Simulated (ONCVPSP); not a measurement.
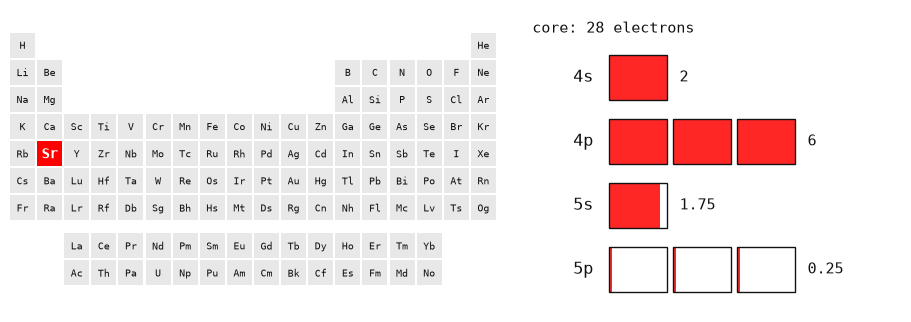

Figure 1. Left, the place of strontium in the periodic table; right, the valence shells of the reference configuration: a box for each of the 2l + 1 orbitals, shaded by the share of the shell that is filled, with the electron count at the right.

## Pseudopotential generation for Sr (part 1 of 2)

- system: strontium (Sr, Z = 38), core [Ar] 3d10, reference valence 4s2 4p6 5s1.75 5p0.25, valence charge 10.
- method: ONCV potential, PBEsol, fully relativistic, made with ONCVPSP 4.0.1

## Log (extracts)
```
ONCVPSP  (Optimized Norm-Conservinng Vanderbilt PSeudopotential)
relativistic version 4.0.1

#   n    l    f        energy (Ha)
    1    0    2.00    -5.8505826D+02
    2    0    2.00    -7.9222922D+01
    2    1    6.00    -6.9601992D+01    -7.2113218D+01
    3    0    2.00    -1.2254943D+01
    3    1    6.00    -9.2887315D+00    -9.6740184D+00
    3    2   10.00    -4.6876057D+00    -4.7548658D+00
    4    0    2.00    -1.5141379D+00
    4    1    6.00    -8.3649757D-01    -8.7942054D-01
    5    0    1.75    -1.3635341D-01
    5    1    0.25    -5.1405961D-02    -5.3815848D-02

Reference configufation results
  iterations    19
  all-electron total energy (Ha)   -3.17785828D+03

Begin loop to  construct optimized pseudo wave functions
and semi-local pseudopoentials for all angular momenta

Calculating optimized projector #   1

 for l=   0

    Fraction of norm inside rc  0.872129
    Optimizing pswf for qcut=   8.09 a_B^-1,  ecut=  32.73 Ha
    Residual kinetic energy error=  5.06D-08 Ha

    Energy error per electron        Cutoff
         Ha          eV             Ha
         0.01000     0.27211       13.65
         0.00100     0.02721       18.43
         0.00010     0.00272       22.36
         0.00001     0.00027       25.65

Calculating optimized projector #   2

 for l=   0

    Fraction of norm inside rc  0.038884
    Optimizing pswf for qcut=   8.09 a_B^-1,  ecut=  32.73 Ha
    Residual kinetic energy error=  8.38D-09 Ha

    Energy error per electron        Cutoff
         Ha          eV             Ha
         0.01000     0.27211        9.15
         0.00100     0.02721       15.00
         0.00010     0.00272       19.59
         0.00001     0.00027       23.48

Calculating optimized projector #   1

 for l=   1

    Fraction of norm inside rc  0.978478
    Optimizing pswf for qcut=   4.10 a_B^-1,  ecut=   8.40 Ha
    Residual kinetic energy error=  2.29D-05 Ha

    Energy error per electron        Cutoff
         Ha          eV             Ha
         0.01000     0.27211        5.03
         0.00100     0.02721        6.49
         0.00010     0.00272        7.61
         0.00001     0.00027       12.01

Calculating optimized projector #   2

 for l=   1

    Fraction of norm inside rc  0.061932
    Optimizing pswf for qcut=   4.10 a_B^-1,  ecut=   8.40 Ha
    Residual kinetic energy error=  4.25D-06 Ha

    Energy error per electron        Cutoff
         Ha          eV             Ha
         0.01000     0.27211        3.37
         0.00100     0.02721        5.26
         0.00010     0.00272        6.75
         0.00001     0.00027        8.00

Calculating optimized projector #   1

 for l=   1

    Fraction of norm inside rc  0.981733
    Optimizing pswf for qcut=   4.10 a_B^-1,  ecut=   8.40 Ha
    Residual kinetic energy error=  2.92D-05 Ha

    Energy error per electron        Cutoff
         Ha          eV             Ha
         0.01000     0.27211        5.14
         0.00100     0.02721        6.58
         0.00010     0.00272        7.73
         0.00001     0.00027       15.15

Calculating optimized projector #   2

 for l=   1

    Fraction of norm inside rc  0.067690
    Optimizing pswf for qcut=   4.10 a_B^-1,  ecut=   8.40 Ha
    Residual kinetic energy error=  6.27D-06 Ha

    Energy error per electron        Cutoff
         Ha          eV             Ha
         0.01000     0.27211        3.51
         0.00100     0.02721        5.43
         0.00010     0.00272        6.90
         0.00001     0.00027        8.36

WARNING wellstate: localized bound state found for n= 4 l= 2
WARNING this state with energy -0.05510924
WARNING will be used for the first projector

   Wellstate for l =  2  n =  6 kap= -3
     eigenvalue =   0.8449
     asymptotic potential =   1.3449
     half-point radius =  6.5634

Calculating optimized projector #   1

 for l=   2

    Fraction of norm inside rc  0.539742
    Optimizing pswf for qcut=   2.60 a_B^-1,  ecut=   3.39 Ha
    Residual kinetic energy error=  2.02D-02 Ha

    Energy error per electron        Cutoff
         Ha          eV             Ha
         0.01000     0.27211        4.14
         0.00100     0.02721       14.15
         0.00010     0.00272       17.11
         0.00001     0.00027       22.91

Calculating optimized projector #   2

 for l=   2

    Fraction of norm inside rc  0.212979
    Optimizing pswf for qcut=   2.60 a_B^-1,  ecut=   3.39 Ha
    Residual kinetic energy error=  9.00D-02 Ha

    Energy error per electron        Cutoff
         Ha          eV             Ha
         0.01000     0.27211        5.28
         0.00100     0.02721       11.28
         0.00010     0.00272       19.28
         0.00001     0.00027       22.05

   Wellstate for l =  2  n =  4 kap=  2
     eigenvalue =   0.1600

   Wellstate for l =  2  n =  6 kap=  2
     eigenvalue =   0.8431

Calculating optimized projector #   1

 for l=   2

    Fraction of norm inside rc  0.550056
    Optimizing pswf for qcut=   2.60 a_B^-1,  ecut=   3.39 Ha
    Residual kinetic energy error=  2.13D-02 Ha

    Energy error per electron        Cutoff
         Ha          eV             Ha
         0.01000     0.27211        4.19
         0.00100     0.02721       14.27
         0.00010     0.00272       17.17
         0.00001     0.00027       23.05

Calculating optimized projector #   2

 for l=   2

    Fraction of norm inside rc  0.213991
    Optimizing pswf for qcut=   2.60 a_B^-1,  ecut=   3.39 Ha
    Residual kinetic energy error=  9.21D-02 Ha

    Energy error per electron        Cutoff
         Ha          eV             Ha
         0.01000     0.27211        5.30
         0.00100     0.02721       11.39
         0.00010     0.00272       19.35
         0.00001     0.00027       22.10

Construct Vanderbilt / Kleinmman-Bylander projectors

B matrix Hermiticity error, ll=  0  kap= -1
   1   2    7.8173D-05

  Orthonormal projector coefficients  7.8425E+00 -1.2391E-01

B matrix Hermiticity error, ll=  1  kap= -2
   1   2    2.5640D-05

  Orthonormal projector coefficients  1.5569E+00 -2.4384E-01

B matrix Hermiticity error, ll=  1  kap=  1
   1   2    2.7863D-05

  Orthonormal projector coefficients  1.7288E+00 -2.0003E-01

B matrix Hermiticity error, ll=  2  kap= -3
   1   2   -2.7298D-05

  Orthonormal projector coefficients -6.4590E+00 -1.4816E+00

B matrix Hermiticity error, ll=  2  kap=  2
   1   2   -2.7658D-05

  Orthonormal projector coefficients -5.9893E+00 -1.4930E+00

 Orthonormal scalar projector coefficients, l =  1
  1.6089E+00 -2.2402E-01  9.0254E-04 -8.7631E-04

 Orthonormal spin-orbit projector coefficients, l =  1
 -2.1991E-01  6.1292E-02  1.9237E-02 -4.3977E-03

 Orthonormal scalar projector coefficients, l =  2
 -6.2709E+00 -1.4862E+00 -2.1221E-04 -3.4618E-06

 Orthonormal spin-orbit projector coefficients, l =  2
 -1.9245E-01  5.8897E-03  3.9475E-03 -6.8011E-04

Pseudoatom total energy  -30.583181

Diagnostic tests using Vanderbilt-Kleinman-Bylander pseudopotentials
  relativistic with J = L +/- 1/2 projectors

   l  kap   rcore       rmatch      e in        delta e    norm test   slope test

   0  -1   1.9000985   1.9577896  -1.5141379  -0.0000052   1.0001069   1.0001072
   0  -1   1.9000985   1.9577896  -0.1363534   0.0000012   1.0000199   1.0000262

   1  -2   3.0662995   3.1593990  -0.8364976  -0.0000002   1.0000743   1.0000707
   1   1   3.0662995   3.1593990  -0.8794205  -0.0000001   1.0000750   1.0000696
   1  -2   3.0662995   3.1593990  -0.0514060   0.0000002   1.0000071   1.0000063
   1   1   3.0662995   3.1593990  -0.0538158   0.0000007   1.0000107   1.0000102

   2  -3   3.2166101   3.3142733  -0.0551092  -0.0000001   0.9999957   1.0000005
   2   2   3.2166101   3.3142733  -0.0568972   0.0000005   0.9999908   0.9999800
   2  -3   3.2166101   3.3142733   0.8448908   0.0000056   1.0000049   1.0000049
   2   2   3.2166101   3.3142733   0.8430022   0.0000059   0.9999984   0.9999984

Diagnostic tests using Vanderbilt-Kleinman-Bylander pseudopotentials
  relativistic with scalar and spin-orbit non-local projectors

   l  kap   rcore       rmatch      e in        delta e    norm test   slope test

   0  -1   1.9000985   1.9577896  -1.5141379  -0.0000052   1.0001069   1.0001072
   0  -1   1.9000985   1.9577896  -0.1363534   0.0000012   1.0000199   1.0000262

   1  -2   3.0662995   3.1593990  -0.8364976   0.0001724   1.0001542   1.0002876
   1   1   3.0662995   3.1593990  -0.8794205   0.0001659   1.0001841   1.0003023
   1  -2   3.0662995   3.1593990  -0.0514060  -0.0000096   0.9998132   1.0001198
   1   1   3.0662995   3.1593990  -0.0538158  -0.0000102   0.9998136   1.0001465

   2  -3   3.2166101   3.3142733  -0.0551092   0.0000273   0.9999739   1.0006534
   2   2   3.2166101   3.3142733  -0.0568972   0.0000288   0.9999626   1.0006055
   2  -3   3.2166101   3.3142733   0.8448908   0.0001395   1.0000552   1.0000552
   2   2   3.2166101   3.3142733   0.8430022   0.0001390   1.0000506   1.0000506

Ghost test for J = L + 1/2

 Testing for bound ghosts
   n   l    E NL Schr. Eq   E Basis Diag.   E Cutoff

   1   0       -1.514143       -1.514138     52.45
   2   0       -0.136352       -0.053646     52.45

   2   1       -0.836498       -0.836497     53.47
   3   1       -0.051406       -0.034896     53.47

       2                       -1.692597     24.89  WARNING - GHOST(-)
   3   2       -0.055109       -0.053006     24.89

 Testing for highly-localized positive-energy ghosts
       l    <radius>/rc     E Basis Diag.   E Cutoff

Ghost test for J = L - 1/2

 Testing for bound ghosts
   n   l    E NL Schr. Eq   E Basis Diag.   E Cutoff

   1   0       -1.514143       -1.514138     52.45
   2   0       -0.136352       -0.053646     52.45

   2   1       -0.879421       -0.879420     53.47
   3   1       -0.053815       -0.038426     53.47

       2                       -1.250922     24.89  WARNING - GHOST(-)
   3   2       -0.056897       -0.054921     24.89

 Testing for highly-localized positive-energy ghosts
       l    <radius>/rc     E Basis Diag.   E Cutoff

Test configuration 0

   n   l kap    f        eae           eps        diff
   1   0  -1  2.0000 -585.05826493
   2   0  -1  2.0000  -79.22292166
   2   1  -2  4.0000  -69.60199204
   2   1   1  2.0000  -72.11321798
   3   0  -1  2.0000  -12.25494275
   3   1  -2  4.0000   -9.28873150
   3   1   1  2.0000   -9.67401837
   3   2  -3  6.0000   -4.68760573
   3   2   2  4.0000   -4.75486584
   4   0  -1  2.0000   -1.51413786   -1.51414305   -5.19E-06
   4   1  -2  4.0000   -0.83649757   -0.83649779   -2.20E-07
   4   1   1  2.0000   -0.87942054   -0.87942061   -6.78E-08
   5   0  -1  1.7500   -0.13635341   -0.13635221    1.20E-06
   5   1  -2  0.1667   -0.05140596   -0.05140580    1.56E-07
   5   1   1  0.0833   -0.05381585   -0.05381519    6.58E-07

    Total energies and differences
      AE_ref= -3.17785828E+03  AE_tst= -3.17785828E+03  dif=  0.00E+00
      PS_ref= -3.05831813E+01  PS_tst= -3.05831813E+01  dif=  4.51E-13
      PSP excitation error= -4.51E-13

Test configuration 1

   n   l kap    f        eae           eps        diff
   1   0  -1  2.0000 -585.04539733
   2   0  -1  2.0000  -79.21005794
   2   1  -2  4.0000  -69.58914049
   2   1   1  2.0000  -72.10036755
   3   0  -1  2.0000  -12.24208047
   3   1  -2  4.0000   -9.27587549
   3   1   1  2.0000   -9.66116026
   3   2  -3  6.0000   -4.67475439
   3   2   2  4.0000   -4.74201381
   4   0  -1  2.0000   -1.50150082   -1.50152293   -2.21E-05
   4   1  -2  4.0000   -0.82413338   -0.82414461   -1.12E-05
   4   1   1  2.0000   -0.86700985   -0.86701959   -9.74E-06
   5   0  -1  2.0000   -0.12994070   -0.12993800    2.71E-06
   5   1  -2  0.0000   -0.04585139   -0.04585139    0.00E+00
   5   1   1  0.0000   -0.04821900   -0.04821900    0.00E+00

    Total energies and differences
      AE_ref= -3.17785828E+03  AE_tst= -3.17787921E+03  dif= -2.09E-02
      PS_ref= -3.05831813E+01  PS_tst= -3.06041081E+01  dif= -2.09E-02
      PSP excitation error= -5.88E-07

Test configuration 2

   n   l kap    f        eae           eps        diff
   1   0  -1  2.0000 -585.28233893
   2   0  -1  2.0000  -79.44653061
   2   1  -2  4.0000  -69.82563329
   2   1   1  2.0000  -72.33686842
   3   0  -1  2.0000  -12.47811220
   3   1  -2  4.0000   -9.51187136
   3   1   1  2.0000   -9.89717777
   3   2  -3  6.0000   -4.91070907
   3   2   2  4.0000   -4.97797632
   4   0  -1  2.0000   -1.73484128   -1.73483230    8.98E-06
   4   1  -2  4.0000   -1.05584785   -1.05582086    2.70E-05
   4   1   1  2.0000   -1.09900106   -1.09896360    3.75E-05
   5   0  -1  1.0000   -0.30650889   -0.30652718   -1.83E-05
   5   1  -2  0.0000   -0.19717946   -0.19717946    0.00E+00
   5   1   1  0.0000   -0.20120519   -0.20120519    0.00E+00

    Total energies and differences
      AE_ref= -3.17785828E+03  AE_tst= -3.17766254E+03  dif=  1.96E-01
      PS_ref= -3.05831813E+01  PS_tst= -3.03874383E+01  dif=  1.96E-01
      PSP excitation error= -3.62E-06

Test configuration 3

   n   l kap    f        eae           eps        diff
   1   0  -1  2.0000 -585.56437353
   2   0  -1  2.0000  -79.72768682
   2   1  -2  4.0000  -70.10682172
   2   1   1  2.0000  -72.61807148
   3   0  -1  2.0000  -12.75843766
   3   1  -2  4.0000   -9.79212757
   3   1   1  2.0000  -10.17747527
   3   2  -3  6.0000   -5.19089031
   3   2   2  4.0000   -5.25817233
   4   0  -1  2.0000   -2.00975981   -2.00979051   -3.07E-05
   4   1  -2  4.0000   -1.32718966   -1.32717760    1.21E-05
   4   1   1  2.0000   -1.37092946   -1.37088847    4.10E-05
   5   0  -1  0.0000   -0.49343114   -0.49343114    0.00E+00
   5   1  -2  0.0000   -0.35355828   -0.35355828    0.00E+00
   5   1   1  0.0000   -0.35978735   -0.35978735    0.00E+00

    Total energies and differences
      AE_ref= -3.17785828E+03  AE_tst= -3.17726218E+03  dif=  5.96E-01
      PS_ref= -3.05831813E+01  PS_tst= -2.99869851E+01  dif=  5.96E-01
      PSP excitation error= -9.09E-05

Test configuration 4

   n   l kap    f        eae           eps        diff
   1   0  -1  2.0000 -585.20834378
   2   0  -1  2.0000  -79.36591063
   2   1  -2  4.0000  -69.74551638
   2   1   1  2.0000  -72.25686872
   3   0  -1  2.0000  -12.39851221
   3   1  -2  4.0000   -9.43221971
   3   1   1  2.0000   -9.81752395
   3   2  -3  6.0000   -4.83052005
   3   2   2  4.0000   -4.89778516
   4   0  -1  2.0000   -1.65772933   -1.66482423   -7.09E-03
   4   1  -2  4.0000   -0.98424373   -0.98995023   -5.71E-03
   4   1   1  2.0000   -1.02655871   -1.03252168   -5.96E-03
   5   0  -1  0.0000   -0.27178520   -0.49343114   -2.22E-01
   5   1  -2  0.0000   -0.17064205   -0.35355828   -1.83E-01
   5   1   1  0.0000   -0.17408609   -0.35978735   -1.86E-01
   4   2  -3  0.6000   -0.20117287   -0.20375068   -2.58E-03
   4   2   2  0.4000   -0.20325953   -0.20592189   -2.66E-03

    Total energies and differences
      AE_ref= -3.17785828E+03  AE_tst= -3.17759876E+03  dif=  2.60E-01
      PS_ref= -3.05831813E+01  PS_tst= -3.03252320E+01  dif=  2.58E-01
      PSP excitation error=  1.57E-03
```

(Continued in part 2.) Outcome of the run: generated, with a ghost state.
